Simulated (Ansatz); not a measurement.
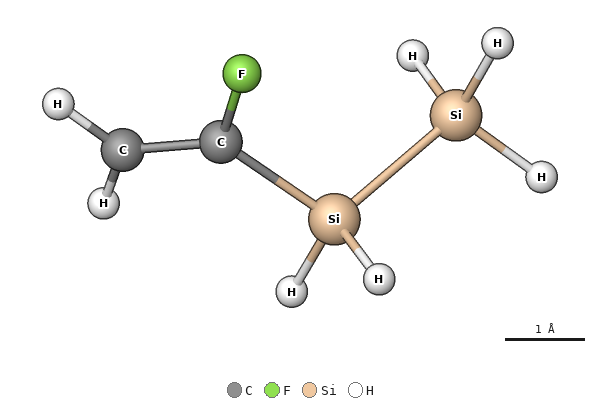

Fig. 1: The structure as given in the input (ball-and-stick view, seen at a tilt). Bond lengths as drawn: C–C 1.34 Å, C–F 1.37 Å, C–H 1.09 Å, C–Si 1.89 Å, H–Si 1.44 to 1.45 Å and Si–Si 2.25 Å.

# C2H7FSi2: molecular dynamics (part 1 of 4)

C2H7FSi2, computed with UKS PBE0-D4/STO-3G (Ansatz 0.2.0).

It belongs to a series of runs on one base structure; here: dynamics from the start.

Input file:
```yaml
crystal:
  periodic: [false, false, false]
  atoms:
    - { symbol: C, position_ang: [-0.369717, 1.961678, 1.252871] }
    - { symbol: C, position_ang: [-0.198653, 0.630384, 1.188891] }
    - { symbol: F, position_ang: [0.426848, -0.021417, 2.222198] }
    - { symbol: Si, position_ang: [-0.763785, -0.425819, -0.268943] }
    - { symbol: Si, position_ang: [0.967611, -1.400037, -1.316733] }
    - { symbol: H, position_ang: [-0.859775, 2.506086, 0.445133] }
    - { symbol: H, position_ang: [-0.03052, 2.548018, 2.110349] }
    - { symbol: H, position_ang: [-1.494269, 0.44814, -1.156353] }
    - { symbol: H, position_ang: [-1.679598, -1.427911, 0.228673] }
    - { symbol: H, position_ang: [0.500653, -2.197589, -2.425499] }
    - { symbol: H, position_ang: [1.692263, -2.264074, -0.41654] }
    - { symbol: H, position_ang: [1.885843, -0.412559, -1.830046] }
magnetization:
  spin_polarized: true
basis:
  gaussian: { orbitals: STO-3G }
hamiltonian:
  xc: pbe0
  dispersion: d4
md:
  timestep: 0.5
  n_steps: 169
  ensemble: nvt_nose_hoover
  temperature: 300.0
  initial_velocities: maxwell_boltzmann
  seed: 598852
  masses: [{ species: H, mass: 10.0 }]
```

Run on 1 thread of an Arm (aarch64) CPU, shared host.

Launch command:
```bash
ansatz run input.yaml --threads 1 --pin off --max-ram 2048MiB --backend cpu --events-out ev --progress --plain --runs-dir out
```

The program's output:
```
Engine: ansatz 0.2.0, aarch64-unknown-linux-gnu
Functional definition: PBE0
  parameter a = 0.25
  parameter kappa = 0.804
  parameter beta = 0.06672455060314922
  exchange = (1 - a)*pbe_x(kappa = kappa, mu = beta*pi^2/3) + a*exact_x
  correlation = pbe_c(beta = beta)
552 factors; integrals over basis functions are off by at most 1.1e-5 eV
mean field evaluation 1: about -20399.5764 eV, gradient 1.5e1 eV
mean field evaluation 2: about -20399.2622 eV, gradient 1.7e1 eV
mean field evaluation 4: about -20401.0293 eV, gradient 5.5e-1 eV
mean field evaluation 8: about -20400.9749 eV, gradient 3.4e-3 eV
mean field -20400.97487458 eV, -749.7219983634 hartree, gradient 2.0e-5 eV, S^2 0.000000; 0 other end points of the search recorded, 0 dependent functions left out
the calculation of the forces begins
reference -20400.97489225 eV, -749.7219990126 hartree; 28, 28 occupied and 12, 12 virtual orbitals, 552 factors
md step     0: t =     0.00 fs  T =   300.0 K  F+E_penalty+E_count = -20401.20142224 eV  E_kin = 0.387780 eV  conserved = -20400.81364224 eV  (25 SCF iters)
these checks for a lower state are left out or cut short: starts, cluster_reference, orbital_swaps, neighbouring_geometries, increment
552 factors; integrals over basis functions are off by at most 1.1e-5 eV
mean field evaluation 16: about -20400.9738 eV, gradient 2.8e-4 eV
mean field -20400.97376490 eV, -749.7219575836 hartree, gradient 8.3e-6 eV, S^2 0.000000; 0 other end points of the search recorded, 0 dependent functions left out
the calculation of the forces begins
reference -20400.97378256 eV, -749.7219582324 hartree; 28, 28 occupied and 12, 12 virtual orbitals, 552 factors
md step     1: t =     0.50 fs  T =   299.2 K  F+E_penalty+E_count = -20401.20038498 eV  E_kin = 0.386746 eV  conserved = -20400.81363857 eV  (24 SCF iters)
[... from here on the SCF iterations and repeated set-up lines of each step are left out, up to the last step ...]
md step     2: t =     1.00 fs  T =   296.9 K  F+E_penalty+E_count = -20401.19737525 eV  E_kin = 0.383746 eV  conserved = -20400.81362935 eV  (24 SCF iters)
md step     3: t =     1.50 fs  T =   293.1 K  F+E_penalty+E_count = -20401.19253602 eV  E_kin = 0.378921 eV  conserved = -20400.81361549 eV  (23 SCF iters)
md step     4: t =     2.00 fs  T =   288.2 K  F+E_penalty+E_count = -20401.18608523 eV  E_kin = 0.372488 eV  conserved = -20400.81359810 eV  (24 SCF iters)
md step     5: t =     2.50 fs  T =   282.2 K  F+E_penalty+E_count = -20401.17829739 eV  E_kin = 0.364721 eV  conserved = -20400.81357861 eV  (24 SCF iters)
md step     6: t =     3.00 fs  T =   275.4 K  F+E_penalty+E_count = -20401.16948094 eV  E_kin = 0.355927 eV  conserved = -20400.81355859 eV  (24 SCF iters)
md step     7: t =     3.50 fs  T =   268.0 K  F+E_penalty+E_count = -20401.15995372 eV  E_kin = 0.346423 eV  conserved = -20400.81353942 eV  (23 SCF iters)
md step     8: t =     4.00 fs  T =   260.3 K  F+E_penalty+E_count = -20401.15002016 eV  E_kin = 0.336512 eV  conserved = -20400.81352236 eV  (23 SCF iters)
md step     9: t =     4.50 fs  T =   252.6 K  F+E_penalty+E_count = -20401.13995179 eV  E_kin = 0.326465 eV  conserved = -20400.81350840 eV  (23 SCF iters)
md step    10: t =     5.00 fs  T =   244.9 K  F+E_penalty+E_count = -20401.12997305 eV  E_kin = 0.316507 eV  conserved = -20400.81349769 eV  (23 SCF iters)
md step    11: t =     5.50 fs  T =   237.4 K  F+E_penalty+E_count = -20401.12025522 eV  E_kin = 0.306809 eV  conserved = -20400.81349036 eV  (22 SCF iters)
md step    12: t =     6.00 fs  T =   230.1 K  F+E_penalty+E_count = -20401.11091611 eV  E_kin = 0.297490 eV  conserved = -20400.81348598 eV  (23 SCF iters)
md step    13: t =     6.50 fs  T =   223.3 K  F+E_penalty+E_count = -20401.10202659 eV  E_kin = 0.288621 eV  conserved = -20400.81348379 eV  (22 SCF iters)
md step    14: t =     7.00 fs  T =   216.8 K  F+E_penalty+E_count = -20401.09362176 eV  E_kin = 0.280238 eV  conserved = -20400.81348288 eV  (22 SCF iters)
md step    15: t =     7.50 fs  T =   210.7 K  F+E_penalty+E_count = -20401.08571488 eV  E_kin = 0.272356 eV  conserved = -20400.81348261 eV  (23 SCF iters)
md step    16: t =     8.00 fs  T =   205.0 K  F+E_penalty+E_count = -20401.07831061 eV  E_kin = 0.264980 eV  conserved = -20400.81348206 eV  (23 SCF iters)
md step    17: t =     8.50 fs  T =   199.7 K  F+E_penalty+E_count = -20401.07141757 eV  E_kin = 0.258120 eV  conserved = -20400.81348063 eV  (23 SCF iters)
md step    18: t =     9.00 fs  T =   194.8 K  F+E_penalty+E_count = -20401.06505735 eV  E_kin = 0.251797 eV  conserved = -20400.81347824 eV  (22 SCF iters)
md step    19: t =     9.50 fs  T =   190.4 K  F+E_penalty+E_count = -20401.05926816 eV  E_kin = 0.246049 eV  conserved = -20400.81347474 eV  (23 SCF iters)
md step    20: t =    10.00 fs  T =   186.4 K  F+E_penalty+E_count = -20401.05410503 eV  E_kin = 0.240932 eV  conserved = -20400.81347051 eV  (23 SCF iters)
md step    21: t =    10.50 fs  T =   183.0 K  F+E_penalty+E_count = -20401.04963479 eV  E_kin = 0.236512 eV  conserved = -20400.81346606 eV  (25 SCF iters)
md step    22: t =    11.00 fs  T =   180.1 K  F+E_penalty+E_count = -20401.04592762 eV  E_kin = 0.232859 eV  conserved = -20400.81346206 eV  (23 SCF iters)
md step    23: t =    11.50 fs  T =   178.0 K  F+E_penalty+E_count = -20401.04304638 eV  E_kin = 0.230034 eV  conserved = -20400.81345930 eV  (23 SCF iters)
md step    24: t =    12.00 fs  T =   176.5 K  F+E_penalty+E_count = -20401.04103463 eV  E_kin = 0.228080 eV  conserved = -20400.81345853 eV  (22 SCF iters)
md step    25: t =    12.50 fs  T =   175.6 K  F+E_penalty+E_count = -20401.03990509 eV  E_kin = 0.227011 eV  conserved = -20400.81346010 eV  (23 SCF iters)
md step    26: t =    13.00 fs  T =   175.5 K  F+E_penalty+E_count = -20401.03963102 eV  E_kin = 0.226799 eV  conserved = -20400.81346470 eV  (23 SCF iters)
md step    27: t =    13.50 fs  T =   175.9 K  F+E_penalty+E_count = -20401.04013912 eV  E_kin = 0.227371 eV  conserved = -20400.81347234 eV  (23 SCF iters)
md step    28: t =    14.00 fs  T =   176.9 K  F+E_penalty+E_count = -20401.04130805 eV  E_kin = 0.228605 eV  conserved = -20400.81348278 eV  (23 SCF iters)
md step    29: t =    14.50 fs  T =   178.2 K  F+E_penalty+E_count = -20401.04297160 eV  E_kin = 0.230338 eV  conserved = -20400.81349563 eV  (23 SCF iters)
md step    30: t =    15.00 fs  T =   179.8 K  F+E_penalty+E_count = -20401.04492638 eV  E_kin = 0.232365 eV  conserved = -20400.81351003 eV  (23 SCF iters)
md step    31: t =    15.50 fs  T =   181.4 K  F+E_penalty+E_count = -20401.04694501 eV  E_kin = 0.234462 eV  conserved = -20400.81352492 eV  (22 SCF iters)
md step    32: t =    16.00 fs  T =   182.9 K  F+E_penalty+E_count = -20401.04879285 eV  E_kin = 0.236393 eV  conserved = -20400.81353909 eV  (23 SCF iters)
md step    33: t =    16.50 fs  T =   184.1 K  F+E_penalty+E_count = -20401.05024735 eV  E_kin = 0.237939 eV  conserved = -20400.81355128 eV  (24 SCF iters)
md step    34: t =    17.00 fs  T =   184.8 K  F+E_penalty+E_count = -20401.05111801 eV  E_kin = 0.238910 eV  conserved = -20400.81356026 eV  (23 SCF iters)
md step    35: t =    17.50 fs  T =   185.0 K  F+E_penalty+E_count = -20401.05126492 eV  E_kin = 0.239165 eV  conserved = -20400.81356520 eV  (23 SCF iters)
md step    36: t =    18.00 fs  T =   184.6 K  F+E_penalty+E_count = -20401.05061270 eV  E_kin = 0.238632 eV  conserved = -20400.81356512 eV  (24 SCF iters)
md step    37: t =    18.50 fs  T =   183.6 K  F+E_penalty+E_count = -20401.04916088 eV  E_kin = 0.237307 eV  conserved = -20400.81356067 eV  (24 SCF iters)
md step    38: t =    19.00 fs  T =   182.0 K  F+E_penalty+E_count = -20401.04698290 eV  E_kin = 0.235264 eV  conserved = -20400.81355201 eV  (23 SCF iters)
md step    39: t =    19.50 fs  T =   180.0 K  F+E_penalty+E_count = -20401.04422043 eV  E_kin = 0.232644 eV  conserved = -20400.81353981 eV  (23 SCF iters)
md step    40: t =    20.00 fs  T =   177.7 K  F+E_penalty+E_count = -20401.04106919 eV  E_kin = 0.229640 eV  conserved = -20400.81352548 eV  (23 SCF iters)
md step    41: t =    20.50 fs  T =   175.2 K  F+E_penalty+E_count = -20401.03775785 eV  E_kin = 0.226479 eV  conserved = -20400.81351057 eV  (24 SCF iters)
md step    42: t =    21.00 fs  T =   172.8 K  F+E_penalty+E_count = -20401.03452370 eV  E_kin = 0.223398 eV  conserved = -20400.81349653 eV  (22 SCF iters)
md step    43: t =    21.50 fs  T =   170.7 K  F+E_penalty+E_count = -20401.03158821 eV  E_kin = 0.220616 eV  conserved = -20400.81348500 eV  (24 SCF iters)
md step    44: t =    22.00 fs  T =   168.9 K  F+E_penalty+E_count = -20401.02913406 eV  E_kin = 0.218316 eV  conserved = -20400.81347680 eV  (24 SCF iters)
md step    45: t =    22.50 fs  T =   167.6 K  F+E_penalty+E_count = -20401.02728947 eV  E_kin = 0.216624 eV  conserved = -20400.81347273 eV  (23 SCF iters)
md step    46: t =    23.00 fs  T =   166.8 K  F+E_penalty+E_count = -20401.02611848 eV  E_kin = 0.215606 eV  conserved = -20400.81347274 eV  (23 SCF iters)
md step    47: t =    23.50 fs  T =   166.5 K  F+E_penalty+E_count = -20401.02562056 eV  E_kin = 0.215262 eV  conserved = -20400.81347636 eV  (23 SCF iters)
md step    48: t =    24.00 fs  T =   166.7 K  F+E_penalty+E_count = -20401.02573779 eV  E_kin = 0.215535 eV  conserved = -20400.81348283 eV  (23 SCF iters)
md step    49: t =    24.50 fs  T =   167.4 K  F+E_penalty+E_count = -20401.02636765 eV  E_kin = 0.216325 eV  conserved = -20400.81349087 eV  (23 SCF iters)
md step    50: t =    25.00 fs  T =   168.3 K  F+E_penalty+E_count = -20401.02738018 eV  E_kin = 0.217502 eV  conserved = -20400.81349938 eV  (24 SCF iters)
md step    51: t =    25.50 fs  T =   169.4 K  F+E_penalty+E_count = -20401.02863574 eV  E_kin = 0.218929 eV  conserved = -20400.81350771 eV  (23 SCF iters)
md step    52: t =    26.00 fs  T =   170.6 K  F+E_penalty+E_count = -20401.02999971 eV  E_kin = 0.220472 eV  conserved = -20400.81351483 eV  (24 SCF iters)
md step    53: t =    26.50 fs  T =   171.8 K  F+E_penalty+E_count = -20401.03135571 eV  E_kin = 0.222014 eV  conserved = -20400.81352047 eV  (23 SCF iters)
md step    54: t =    27.00 fs  T =   172.9 K  F+E_penalty+E_count = -20401.03261212 eV  E_kin = 0.223465 eV  conserved = -20400.81352453 eV  (23 SCF iters)
md step    55: t =    27.50 fs  T =   173.9 K  F+E_penalty+E_count = -20401.03370386 eV  E_kin = 0.224759 eV  conserved = -20400.81352680 eV  (23 SCF iters)
md step    56: t =    28.00 fs  T =   174.7 K  F+E_penalty+E_count = -20401.03459067 eV  E_kin = 0.225855 eV  conserved = -20400.81352777 eV  (23 SCF iters)
md step    57: t =    28.50 fs  T =   175.4 K  F+E_penalty+E_count = -20401.03525086 eV  E_kin = 0.226732 eV  conserved = -20400.81352853 eV  (23 SCF iters)
md step    58: t =    29.00 fs  T =   175.9 K  F+E_penalty+E_count = -20401.03567138 eV  E_kin = 0.227374 eV  conserved = -20400.81352911 eV  (24 SCF iters)
md step    59: t =    29.50 fs  T =   176.2 K  F+E_penalty+E_count = -20401.03584065 eV  E_kin = 0.227770 eV  conserved = -20400.81353015 eV  (24 SCF iters)
md step    60: t =    30.00 fs  T =   176.3 K  F+E_penalty+E_count = -20401.03573968 eV  E_kin = 0.227900 eV  conserved = -20400.81353207 eV  (24 SCF iters)
md step    61: t =    30.50 fs  T =   176.2 K  F+E_penalty+E_count = -20401.03533604 eV  E_kin = 0.227732 eV  conserved = -20400.81353495 eV  (23 SCF iters)
md step    62: t =    31.00 fs  T =   175.8 K  F+E_penalty+E_count = -20401.03458118 eV  E_kin = 0.227216 eV  conserved = -20400.81353878 eV  (23 SCF iters)
md step    63: t =    31.50 fs  T =   175.1 K  F+E_penalty+E_count = -20401.03341095 eV  E_kin = 0.226289 eV  conserved = -20400.81354330 eV  (22 SCF iters)
md step    64: t =    32.00 fs  T =   174.0 K  F+E_penalty+E_count = -20401.03174988 eV  E_kin = 0.224874 eV  conserved = -20400.81354803 eV  (26 SCF iters)
md step    65: t =    32.50 fs  T =   172.4 K  F+E_penalty+E_count = -20401.02951879 eV  E_kin = 0.222893 eV  conserved = -20400.81355238 eV  (23 SCF iters)
md step    66: t =    33.00 fs  T =   170.4 K  F+E_penalty+E_count = -20401.02664492 eV  E_kin = 0.220272 eV  conserved = -20400.81355549 eV  (23 SCF iters)
md step    67: t =    33.50 fs  T =   167.8 K  F+E_penalty+E_count = -20401.02307393 eV  E_kin = 0.216958 eV  conserved = -20400.81355679 eV  (23 SCF iters)
md step    68: t =    34.00 fs  T =   164.7 K  F+E_penalty+E_count = -20401.01878138 eV  E_kin = 0.212926 eV  conserved = -20400.81355565 eV  (23 SCF iters)
md step    69: t =    34.50 fs  T =   161.1 K  F+E_penalty+E_count = -20401.01378298 eV  E_kin = 0.208191 eV  conserved = -20400.81355143 eV  (24 SCF iters)
md step    70: t =    35.00 fs  T =   156.9 K  F+E_penalty+E_count = -20401.00814253 eV  E_kin = 0.202816 eV  conserved = -20400.81354402 eV  (24 SCF iters)
md step    71: t =    35.50 fs  T =   152.3 K  F+E_penalty+E_count = -20401.00197459 eV  E_kin = 0.196914 eV  conserved = -20400.81353356 eV  (24 SCF iters)
md step    72: t =    36.00 fs  T =   147.5 K  F+E_penalty+E_count = -20400.99544252 eV  E_kin = 0.190649 eV  conserved = -20400.81352053 eV  (24 SCF iters)
md step    73: t =    36.50 fs  T =   142.5 K  F+E_penalty+E_count = -20400.98875072 eV  E_kin = 0.184222 eV  conserved = -20400.81350575 eV  (24 SCF iters)
md step    74: t =    37.00 fs  T =   137.6 K  F+E_penalty+E_count = -20400.98213159 eV  E_kin = 0.177865 eV  conserved = -20400.81349031 eV  (23 SCF iters)
md step    75: t =    37.50 fs  T =   132.9 K  F+E_penalty+E_count = -20400.97582826 eV  E_kin = 0.171820 eV  conserved = -20400.81347540 eV  (24 SCF iters)
md step    76: t =    38.00 fs  T =   128.7 K  F+E_penalty+E_count = -20400.97007518 eV  E_kin = 0.166321 eV  conserved = -20400.81346241 eV  (23 SCF iters)
md step    77: t =    38.50 fs  T =   125.0 K  F+E_penalty+E_count = -20400.96507777 eV  E_kin = 0.161572 eV  conserved = -20400.81345230 eV  (24 SCF iters)
md step    78: t =    39.00 fs  T =   122.0 K  F+E_penalty+E_count = -20400.96099550 eV  E_kin = 0.157733 eV  conserved = -20400.81344593 eV  (24 SCF iters)
md step    79: t =    39.50 fs  T =   119.8 K  F+E_penalty+E_count = -20400.95792866 eV  E_kin = 0.154906 eV  conserved = -20400.81344371 eV  (23 SCF iters)
md step    80: t =    40.00 fs  T =   118.5 K  F+E_penalty+E_count = -20400.95591194 eV  E_kin = 0.153126 eV  conserved = -20400.81344559 eV  (24 SCF iters)
md step    81: t =    40.50 fs  T =   117.9 K  F+E_penalty+E_count = -20400.95491518 eV  E_kin = 0.152366 eV  conserved = -20400.81345106 eV  (24 SCF iters)
md step    82: t =    41.00 fs  T =   118.0 K  F+E_penalty+E_count = -20400.95485127 eV  E_kin = 0.152540 eV  conserved = -20400.81345920 eV  (24 SCF iters)
md step    83: t =    41.50 fs  T =   118.8 K  F+E_penalty+E_count = -20400.95559020 eV  E_kin = 0.153522 eV  conserved = -20400.81346893 eV  (24 SCF iters)
md step    84: t =    42.00 fs  T =   120.0 K  F+E_penalty+E_count = -20400.95697690 eV  E_kin = 0.155158 eV  conserved = -20400.81347898 eV  (24 SCF iters)
md step    85: t =    42.50 fs  T =   121.7 K  F+E_penalty+E_count = -20400.95885089 eV  E_kin = 0.157291 eV  conserved = -20400.81348819 eV  (24 SCF iters)
md step    86: t =    43.00 fs  T =   123.6 K  F+E_penalty+E_count = -20400.96106480 eV  E_kin = 0.159775 eV  conserved = -20400.81349561 eV  (26 SCF iters)
md step    87: t =    43.50 fs  T =   125.7 K  F+E_penalty+E_count = -20400.96349928 eV  E_kin = 0.162492 eV  conserved = -20400.81350060 eV  (24 SCF iters)
md step    88: t =    44.00 fs  T =   127.9 K  F+E_penalty+E_count = -20400.96607299 eV  E_kin = 0.165360 eV  conserved = -20400.81350299 eV  (24 SCF iters)
md step    89: t =    44.50 fs  T =   130.2 K  F+E_penalty+E_count = -20400.96874592 eV  E_kin = 0.168341 eV  conserved = -20400.81350296 eV  (24 SCF iters)
md step    90: t =    45.00 fs  T =   132.6 K  F+E_penalty+E_count = -20400.97151675 eV  E_kin = 0.171433 eV  conserved = -20400.81350103 eV  (24 SCF iters)
md step    91: t =    45.50 fs  T =   135.1 K  F+E_penalty+E_count = -20400.97441434 eV  E_kin = 0.174663 eV  conserved = -20400.81349802 eV  (24 SCF iters)
md step    92: t =    46.00 fs  T =   137.8 K  F+E_penalty+E_count = -20400.97748500 eV  E_kin = 0.178079 eV  conserved = -20400.81349488 eV  (24 SCF iters)
md step    93: t =    46.50 fs  T =   140.6 K  F+E_penalty+E_count = -20400.98077752 eV  E_kin = 0.181728 eV  conserved = -20400.81349263 eV  (24 SCF iters)
md step    94: t =    47.00 fs  T =   143.6 K  F+E_penalty+E_count = -20400.98432747 eV  E_kin = 0.185646 eV  conserved = -20400.81349201 eV  (23 SCF iters)
md step    95: t =    47.50 fs  T =   146.9 K  F+E_penalty+E_count = -20400.98814397 eV  E_kin = 0.189842 eV  conserved = -20400.81349365 eV  (24 SCF iters)
md step    96: t =    48.00 fs  T =   150.3 K  F+E_penalty+E_count = -20400.99219966 eV  E_kin = 0.194289 eV  conserved = -20400.81349797 eV  (24 SCF iters)
md step    97: t =    48.50 fs  T =   153.9 K  F+E_penalty+E_count = -20400.99642539 eV  E_kin = 0.198918 eV  conserved = -20400.81350487 eV  (24 SCF iters)
```
